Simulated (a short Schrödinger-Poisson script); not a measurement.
System: symmetric double-gate stack, HfO2 on p-type Si(110), at 300 K.

```csv
layer,material,thickness (nm),Na (cm⁻³)
1,HfO2,11.7,-
2,Si,20,5e17
3,HfO2,11.7,-
```

The device is made up for the run: typed textbook-type constants, with dimensions and the other settings drawn at random. HfO2: permittivity 22, conduction-band edge (eV) 1.55, gap (eV) 5.7, electron mass (mₑ) 0.2. Si: permittivity 11.7, conduction-band edge (eV) 0, gap (eV) 1.124, Nv at 300 K (cm⁻³) 3.1e19.

Channel valleys (confinement mass, in-plane density-of-states mass, number): Δ4 0.315, 0.324, 4; Δ2 0.19, 0.417, 2. At the gates, both at one voltage, the conduction-band edge of layer 1 lies 1.67 eV − eVg above the Fermi level of the channel. Gaps are held at their typed values at every temperature. Mesh 0.03 nm at interfaces.

From a short Schrödinger-Poisson script (our own, NumPy): 1D Poisson equation in equilibrium, electrons quantum, Hartree (BenDaniel-Duke, 12 states a valley, the channel's in-plane mass for all, wave functions ending at the dielectric), parabolic valleys, classical holes, full ionisation, no traps, pinning or gate leakage.

Only gate voltages with over 1e8 electrons/cm² are shown.

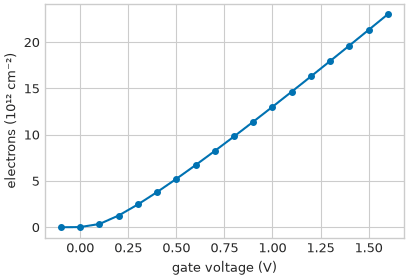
*Sheet density against gate voltage*

```tsv
Vg (V)	electrons (cm⁻²)	C (μF/cm²)	Δ4 E0 (meV)	Δ4 E1 (meV)	Δ2 E0 (meV)	Δ2 E1 (meV)
-0.1	4.41e8	< 0.003	302.7	306.4	305.6	314.8
0.1	3.53e11	1.08	130.0	132.4	133.9	141.4
0.3	2.46e12	2.05	77.1	77.4	87.2	89.9
0.5	5.23e12	2.34	54.0	54.0	69.7	70.9
0.7	8.25e12	2.48	39.2	39.2	59.4	60.0
0.9	1.14e13	2.57	28.3	28.3	52.3	52.7
1.1	1.47e13	2.63	19.5	19.5	47.0	47.3
1.3	1.80e13	2.68	12.1	12.1	42.8	43.0
1.5	2.13e13	2.71	5.6	5.6	39.3	39.4
```

Subbands count from the Fermi level. The capacitance is that of both gates.
